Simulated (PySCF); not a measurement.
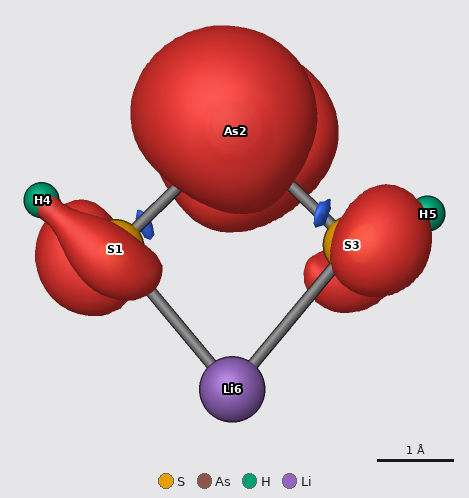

The picture shows: AsH2LiS2 (charge +1, doublet). Isosurfaces of the spin density (α minus β) at +0.015 (red) and −0.015 e/Å³ (blue), seen at a tilt.

Geometry: GFN2-xTB.

Level of theory: PBE0-D3(BJ)/def2-TZVPD, SCF density, gas phase in PySCF 2.14.0.

```yaml
atoms:
  - { symbol: S, position_ang: [-0.8321, 1.0564, -0.0664] }
  - { symbol: As, position_ang: [0.9664, -0.2580, 0.0232] }
  - { symbol: S, position_ang: [-0.3087, -2.0685, 0.2533] }
  - { symbol: H, position_ang: [-0.4286, 2.0890, 0.6652] }
  - { symbol: H, position_ang: [0.3478, -2.9432, -0.4995] }
  - { symbol: Li, position_ang: [-2.4717, -0.8100, 0.2296] }
```

Question: Describe the spin distribution.

Answer: The unpaired spin (1 electron) lies mostly on As2 (about 0.8), S1 (about 0.1) and S3 (about 0.1), in electrons by Hirshfeld's partition.
